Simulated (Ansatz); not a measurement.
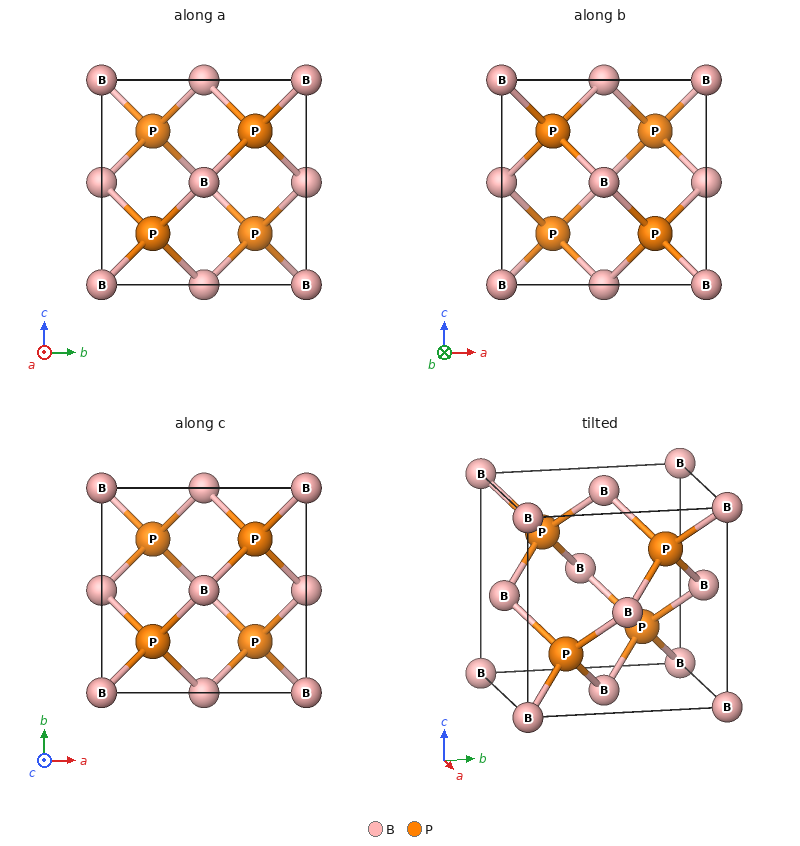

Drawn in the ball-and-stick manner and seen along the a axis, along the b axis, along the c axis and slightly off an axis. The parallelepiped is the conventional unit cell.

Lattice parameters: a = 4.940 Å, b = 4.940 Å, c = 4.940 Å, α = 90.00°, β = 90.00°, γ = 90.00°. Put a along x and b in the xy plane.

Set out the cell and atoms as a POSCAR file.

Answer.
```
B P
1.0
     4.940    0.000    0.000
     0.000    4.940    0.000
     0.000    0.000    4.940
B P
4 4
Direct
  0.0000 0.0000 0.0000
  0.0000 0.5000 0.5000
  0.5000 0.0000 0.5000
  0.5000 0.5000 0.0000
  0.2500 0.2500 0.7500
  0.2500 0.7500 0.2500
  0.7500 0.2500 0.2500
  0.7500 0.7500 0.7500
```

The structure comes from a structure type filled with these elements by a generator (whether the compound takes this form wasn't checked). Earlier steps of the study may have refined or changed the cell and positions. A calculation with Ansatz used it as input.

At this level of theory the cell isn't at rest (stretched, at -28 GPa), so its distances can differ from those at equilibrium, the more so the softer the solid.
